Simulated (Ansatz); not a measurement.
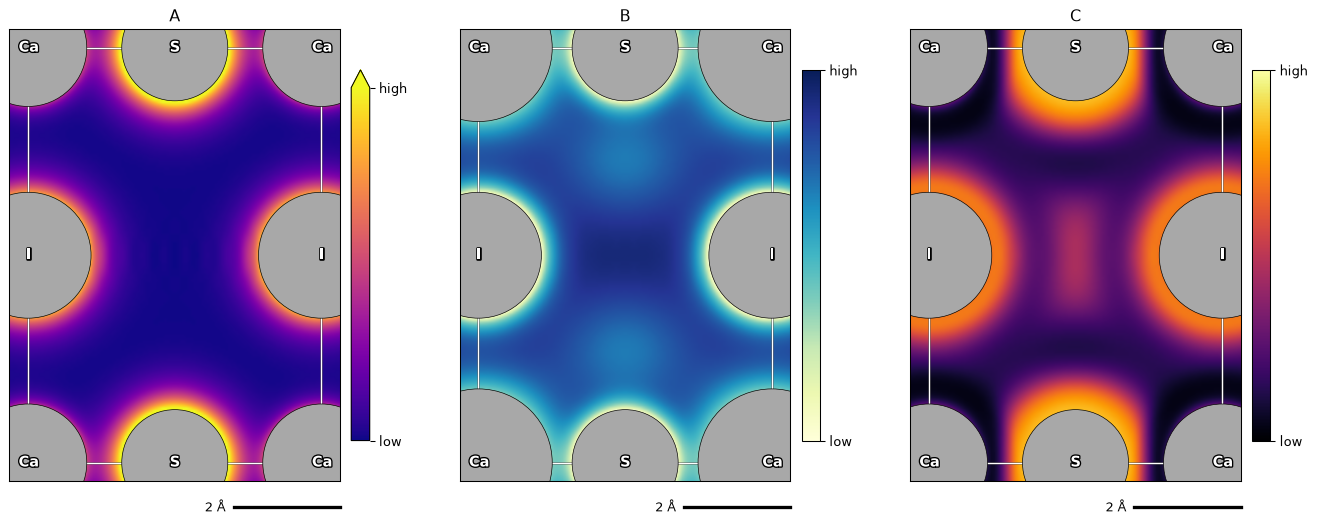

Ca3SI: 3 fields on the (11̄0) plane of the conventional cell, with unlabelled colour scales. Grey discs cover the atomic cores.

Space group Pm-3m; a structure generated by program, which may or may not match a known phase; computed without spin polarisation.

The calculation used DFT PBE, scalar-relativistic, plane waves, PAW in Ansatz 0.2.0.

> The panels show electron localisation function, electrostatic potential energy of an electron and valence pseudo-density in some order. Assign them.

Panel A: valence pseudo-density. Panel B: electrostatic potential energy of an electron (low next to the atoms, rising into the space between them). Panel C: electron localisation function. From the grid: Ca–S (2.76 Å): the density is about 0.22 e/Å³ at the midpoint; the ELF peaks at about 0.85 in the valence shell of S, 0.9 Å from its nucleus, and is about 0.25 at the midpoint: no localised pair shows between them. Ca–I (3.90 Å): ρ is about 0.06 e/Å³ halfway, with its minimum of 0.05 e/Å³ about 1.7 Å from Ca; the ELF peaks at about 0.70 in the valence shell of I, 1.3 Å from its nucleus, and drops to about 0.05 between the two atoms (no localised pair shows between them).
